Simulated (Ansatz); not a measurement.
```
Si Co
1.0
     3.68712    0.00000    0.00000
     0.00000    3.68712    0.00000
     0.00000    0.00000    3.68712
Si Co
3 1
Cartesian
  0.0000 1.8436 1.8436
  1.8436 0.0000 1.8436
  1.8436 1.8436 0.0000
  0.0000 0.0000 0.0000
```

Space group Pm-3m; started from the Cu3Au (L1_2) prototype, which need not be the ambient phase; the program warned that a starting moment wasn't kept; spin-polarised, but the moments vanished.

Method: Ansatz, DFT PBE, scalar-relativistic, plane waves, PAW.

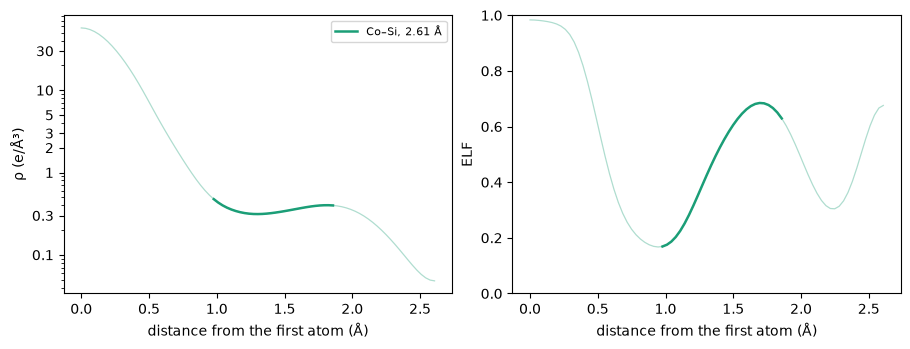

CoSi$_{3}$. Valence charge density (pseudo) and electron localisation function along straight lines between neighbouring atoms. Thin, pale parts lie inside the atomic spheres.

The density is the valence pseudo-density of a PAW calculation; it isn't the true density close to the nuclei.

Q: What can be read from the curves?

A: Co–Si (2.61 Å): ρ at the midpoint is about 0.31 e/Å³; the ELF peaks at about 0.70 in the valence shell of Si, 0.9 Å from its nucleus, and is about 0.45 at the midpoint.
